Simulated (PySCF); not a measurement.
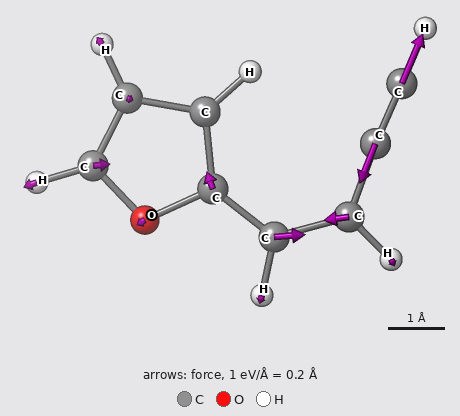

Starting geometry of C8H6O with the computed forces as purple arrows. The picture is a ball-and-stick view, seen face on.

The start comes from GFN2-xTB. Its atoms were then displaced at random by about 0.01 Å.

These are results of PySCF, PBE0-D3(BJ)/def2-SVP geometry optimisation, gas phase, not measurements. 

> Is this structure relaxed? If not, where do the atoms go?

It isn't relaxed: the largest force vector, on a C atom, is 4.93 eV/Å. The final displacements have little in common with the starting forces (cosine between the two patterns 0.26). The atom that moves furthest after the best rigid fit is an H atom (0.097 Å). By element the largest moves are H 0.097 Å, C 0.079 Å, O 0.011 Å. Among the contacts that change: C–C 1.178 → 1.216 Å, C–C 1.392 → 1.355 Å, C–C 1.401 → 1.436 Å, C–H 1.054 → 1.087 Å. Bond angles that change, for instance: C–C–C 176.2° → 178.4°, C–C–H 125.3° → 127.5°. After 9 geometry steps the energy has fallen by 0.226 eV.
